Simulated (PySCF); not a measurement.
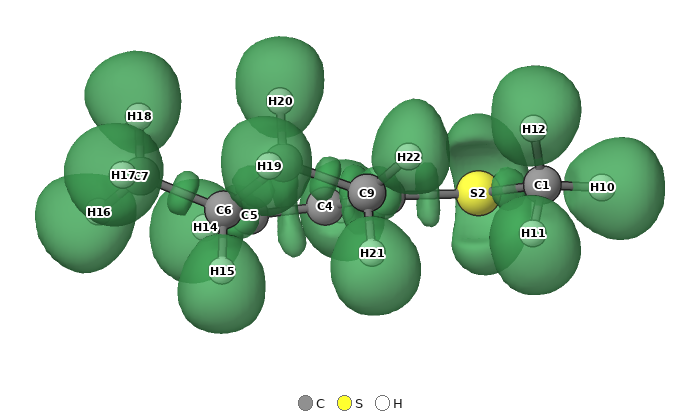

Figure 1: C$_{8}$H$_{13}$S (SMILES CSC1=C[CH+][C@H](C)CC1) (charge +1). Isosurface of the electron localisation function at 0.85 (green), seen from one side. Core shells and regions of very low density are left out.

Geometry: GFN2-xTB.

Method: PBE0/pcSseg-1, SCF density, gas phase, non-relativistic (PySCF).

The calculation's input:

```
{"job": {"kind": "nmr", "xc": "PBE0", "basis": "pcSseg-1"}, "charge": 1, "multiplicity": 1}
C      3.720041    -0.072847    -0.222139
S      2.529179    -0.828501    -1.354579
C      1.009347    -0.494485    -0.711444
C     -0.098645    -1.041254    -1.399088
C     -1.361565    -0.922772    -0.919299
C     -1.698063    -0.145516     0.292287
C     -3.085693     0.491458     0.197437
C     -0.609667     0.894758     0.567771
C      0.783586     0.260226     0.543834
H      4.701763    -0.353733    -0.594497
H      3.586586    -0.462566     0.782301
H      3.625440     1.009438    -0.241891
H      0.094708    -1.601781    -2.302033
H     -2.171819    -1.421578    -1.432278
H     -1.722492    -0.870342     1.122747
H     -3.850689    -0.263959     0.042972
H     -3.314412     1.024601     1.115446
H     -3.124050     1.197009    -0.628277
H     -0.775891     1.367469     1.535104
H     -0.665034     1.671363    -0.198007
H      0.874386    -0.447330     1.379349
H      1.542573     1.029728     0.691179
```

Run with:

```sh
OMP_NUM_THREADS=1 python probes_run.py task.json out
```

Question: Where are the electrons localised?

Answer: The ELF exceeds this value in seven regions between bonded C–C atoms (shared pairs), two regions between bonded C–S atoms (shared pairs), 13 regions around hydrogen nuclei and one lobe on S, pointing away from the bonds (lone pairs, which may merge into one lobe). Profiles from the grid: C–C (1.36 Å): the ELF peaks at about 0.95 between the atoms: localised, covalent bonding. C–S (1.68 Å): the ELF peaks at about 0.90 between the atoms, as expected for a covalent bond.
